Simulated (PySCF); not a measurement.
# ROCCSD(T)/STO-6G run of AlF2 (SMILES [F][Al][F])

Aim: the energy change on altering one bond length of AlF2 at ROCCSD(T)/STO-6G, from 2 runs. The job is set up through a Python script.

The results are computed with PySCF 2.14.0.

16 further runs of the same task are left out: 2 that didn't finish, 14 set aside as unsound or not needed.

### Step 1. The structure to begin with

The species is AlF2 (3 atoms), meant as a doublet with charge 0. As SMILES, `[F][Al][F]`. Geometry: relaxed at PBE0-D4/def2-TZVP.

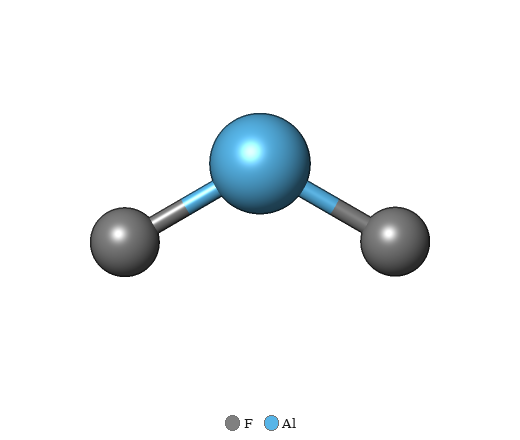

Viewed from a chosen angle; fluorine grey, aluminium blue.

### Step 2. A single-point energy at ROCCSD(T)/STO-6G

run.py

```python
# [F][Al][F]
from pyscf import gto, cc

mol = gto.M(
    atom='''
F      1.007224    -2.572295     0.257759
Al     0.734537     0.520431     0.463361
F     -1.762170     1.929410    -0.746064
''',
    spin=1,
    unit='bohr',
    verbose=4,
    basis='sto-6g',
    max_memory=1860,
)

mf = mol.ROHF()
mf.conv_tol = 1e-10
mf.kernel()
if not mf.converged:
    mf = mf.newton().run(mf.mo_coeff, mf.mo_occ)

mycc = cc.CCSD(mf, frozen=7)
mycc.kernel()
e_t = mycc.ccsd_t()
e_final = mycc.e_tot + e_t
print('E(%s) = %.9f' % ('CCSD(T)', e_final))
```

Started as:

```sh
$ OMP_NUM_THREADS=1 python run.py
```

Output:

```text
PySCF version 2.14.0

[INPUT] num. atoms = 3
[INPUT] num. electrons = 31
[INPUT] charge = 0
[INPUT] spin (= nelec alpha-beta = 2S) = 1
[INPUT] symmetry False subgroup None
[INPUT] Mole.unit = bohr
[INPUT] Symbol           X                Y                Z      unit          X                Y                Z       unit  Magmom
[INPUT]  1 F      0.532999987092  -1.361199893763   0.136400188710 AA    1.007224000000  -2.572295000000   0.257759000000 Bohr   0.0
[INPUT]  2 Al     0.388700240978   0.275400225056   0.245200081629 AA    0.734537000000   0.520431000000   0.463361000000 Bohr   0.0
[INPUT]  3 F     -0.932500205767   1.020999802521  -0.394800066688 AA   -1.762170000000   1.929410000000  -0.746064000000 Bohr   0.0

nuclear repulsion = 90.260746350737
number of shells = 11
number of NR pGTOs = 114
number of NR cGTOs = 19
basis = sto-6g
ecp = {}

******** <class 'pyscf.scf.rohf.ROHF'> ********
method = ROHF
initial guess = minao
damping factor = 0
level_shift factor = 0
DIIS = <class 'pyscf.scf.diis.CDIIS'>
diis_start_cycle = 1
diis_space = 8
diis_damp = 0
SCF conv_tol = 1e-10
SCF conv_tol_grad = None
SCF max_cycles = 50
direct_scf = True
direct_scf_tol = 1e-13
num. doubly occ = 15  num. singly occ = 1
Set gradient conv threshold to 1e-05
init E= -438.560096756942
  HOMO = -0.151334335922881  LUMO = 0.212732857307237  gap/eV = 9.90677
cycle= 1 E= -438.793418559124  delta_E= -0.233  |g|= 0.42  |ddm|= 1.58
  HOMO = -0.00509889098107719  LUMO = 0.335310358006151  gap/eV = 9.26301
cycle= 2 E= -438.89964931559  delta_E= -0.106  |g|= 0.149  |ddm|= 0.912
  HOMO = 0.0370838239341257  LUMO = 0.377225755009105  gap/eV = 9.25573
cycle= 3 E= -438.91448642962  delta_E= -0.0148  |g|= 0.0308  |ddm|= 0.228
  HOMO = 0.0399301439471986  LUMO = 0.379380081979774  gap/eV = 9.23690
cycle= 4 E= -438.916242033968  delta_E= -0.00176  |g|= 0.00614  |ddm|= 0.127
  HOMO = 0.0379686388418593  LUMO = 0.378563896237667  gap/eV = 9.26807
cycle= 5 E= -438.916280475596  delta_E= -3.84e-05  |g|= 0.00168  |ddm|= 0.0148
  HOMO = 0.0380045848783878  LUMO = 0.378700717322438  gap/eV = 9.27081
cycle= 6 E= -438.916283519991  delta_E= -3.04e-06  |g|= 0.000322  |ddm|= 0.00468
  HOMO = 0.0379451174830905  LUMO = 0.378692899709108  gap/eV = 9.27222
cycle= 7 E= -438.916283615859  delta_E= -9.59e-08  |g|= 4.58e-05  |ddm|= 0.000802
  HOMO = 0.0379358982594894  LUMO = 0.378688715016411  gap/eV = 9.27236
cycle= 8 E= -438.916283617953  delta_E= -2.09e-09  |g|= 6.46e-06  |ddm|= 0.00012
  HOMO = 0.0379348741651736  LUMO = 0.378688534108509  gap/eV = 9.27238
cycle= 9 E= -438.916283617991  delta_E= -3.82e-11  |g|= 1.22e-06  |ddm|= 1.38e-05
  HOMO = 0.0379348288441355  LUMO = 0.378688409998177  gap/eV = 9.27238
Extra cycle  E= -438.916283617994  delta_E= -2.39e-12  |g|= 5.51e-07  |ddm|= 3.32e-06
converged SCF energy = -438.916283617994

WARN: RCCSD method does not support ROHF method. ROHF object is converted to UHF object and UCCSD method is called.

******** <class 'pyscf.cc.uccsd.UCCSD'> ********
CC2 = 0
CCSD nocc = (np.int64(9), np.int64(8)), nmo = (12, 12)
frozen orbitals 7
max_cycle = 50
direct = 0
conv_tol = 1e-07
conv_tol_normt = 1e-06
diis_space = 6
diis_start_cycle = 0
diis_start_energy_diff = 1e+09
Init t2, MP2 energy = -0.0485479672265936
Init E_corr(UCCSD) = -0.0494226716148511
cycle = 1  E_corr(UCCSD) = -0.0515147701705082  dE = -0.00209209856  norm(t1,t2) = 0.0882371
cycle = 2  E_corr(UCCSD) = -0.0581073911998036  dE = -0.00659262103  norm(t1,t2) = 0.031044
cycle = 3  E_corr(UCCSD) = -0.0583224406379939  dE = -0.000215049438  norm(t1,t2) = 0.0201951
cycle = 4  E_corr(UCCSD) = -0.0603704523782399  dE = -0.00204801174  norm(t1,t2) = 0.0102003
cycle = 5  E_corr(UCCSD) = -0.0603523330617036  dE = 1.81193165e-05  norm(t1,t2) = 0.00311622
cycle = 6  E_corr(UCCSD) = -0.0603850489403515  dE = -3.27158786e-05  norm(t1,t2) = 0.000877532
cycle = 7  E_corr(UCCSD) = -0.0603991697998142  dE = -1.41208595e-05  norm(t1,t2) = 0.00047802
cycle = 8  E_corr(UCCSD) = -0.0603899689990992  dE = 9.20080072e-06  norm(t1,t2) = 0.000123007
cycle = 9  E_corr(UCCSD) = -0.060390003572098  dE = -3.45729988e-08  norm(t1,t2) = 5.8607e-05
cycle = 10  E_corr(UCCSD) = -0.060389611028926  dE = 3.92543172e-07  norm(t1,t2) = 1.94589e-05
cycle = 11  E_corr(UCCSD) = -0.060389955650947  dE = -3.44622021e-07  norm(t1,t2) = 7.7794e-06
cycle = 12  E_corr(UCCSD) = -0.0603899681146874  dE = -1.24637404e-08  norm(t1,t2) = 3.09451e-06
cycle = 13  E_corr(UCCSD) = -0.0603898469993791  dE = 1.21115308e-07  norm(t1,t2) = 1.39184e-06
cycle = 14  E_corr(UCCSD) = -0.0603898350763861  dE = 1.19229929e-08  norm(t1,t2) = 6.20306e-07
UCCSD converged
E(UCCSD) = -438.97667345307  E_corr = -0.06038983507638614
UCCSD(T) correction = -0.0065071595057648
E(CCSD(T)) = -438.983180613
```

It took 1.1 s on 1 thread of Arm Neoverse V1, shared host; peak memory 0.12 GiB.

### Step 3. The distorted shape, same level

calc.py

```python
from pyscf import gto, cc

mol = gto.M(
    atom='''
F      3.004636    -3.699505     1.225321
Al     2.731949    -0.606780     1.430923
F     -1.762170     1.929410    -0.746064
''',
    max_memory=1860,
    unit='bohr',
    basis='sto-6g',
    verbose=3,
    spin=1,
)

myscf = mol.ROHF()
myscf.conv_tol = 1e-10
myscf.kernel()
if not myscf.converged:
    myscf = myscf.newton().run(myscf.mo_coeff, myscf.mo_occ)

mycc = cc.CCSD(myscf, frozen=7)
mycc.kernel()
e_t = mycc.ccsd_t()
e_final = mycc.e_tot + e_t
print('E(%s) = %.9f' % ('CCSD(T)', e_final))
```

Started as:

```sh
$ OMP_NUM_THREADS=1 python calc.py
```

Output:

```text
SCF not converged.
SCF energy = -438.566275304007
converged SCF energy = -438.841452507662

WARN: RCCSD method does not support ROHF method. ROHF object is converted to UHF object and UCCSD method is called.

E(UCCSD) = -438.8954383841736  E_corr = -0.05398587651114029
UCCSD(T) correction = -0.00507639964742526
E(CCSD(T)) = -438.900514784
```

Run time: 1.5 s. Hardware: 1 thread of Arm Neoverse V1, shared host; peak memory 0.12 GiB.

### Step 4. Results

Level: ROCCSD(T)/STO-6G, 7 core orbitals frozen.

| quantity | value |
| --- | --- |
| first shape: total energy | -438.98318 Eh |
| first shape: dipole moment (Hartree–Fock density) | 2.25 D |
| first shape: correlation energy (7 core orbitals frozen) | -66.9 mEh |
| first shape: (T) correction | -6.51 mEh |
| first shape: ⟨S²⟩ of the reference determinant | 0.750 |
| first shape: T1 diagnostic | 0.023 |
| distorted shape: total energy | -438.90051 Eh |
| distorted shape: dipole moment (Hartree–Fock density) | 1.37 D |
| distorted shape: correlation energy (7 core orbitals frozen) | -59.1 mEh |
| distorted shape: (T) correction | -5.08 mEh |
| distorted shape: ⟨S²⟩ of the reference determinant | 0.750 |
| distorted shape: T1 diagnostic | 0.018 |
| energy change with the Al2–F3 bond stretched from 1.647 to 2.964 Å | 2.249 eV |

What this shows: With the Al2–F3 bond stretched from 1.647 to 2.964 Å the energy rises by 2.25 eV (52 kcal/mol). The first shape isn't relaxed at this level, so the change isn't measured from a minimum. The minimal basis adds a large error of its own. The triples (first shape) make up 9.7 % of the correlation energy. Mulliken charges (distorted shape) of the mean-field density run from -0.45 on F1 to +0.46 on Al2; they depend strongly on the basis. The triples (distorted shape) make up 8.6 % of the correlation energy.
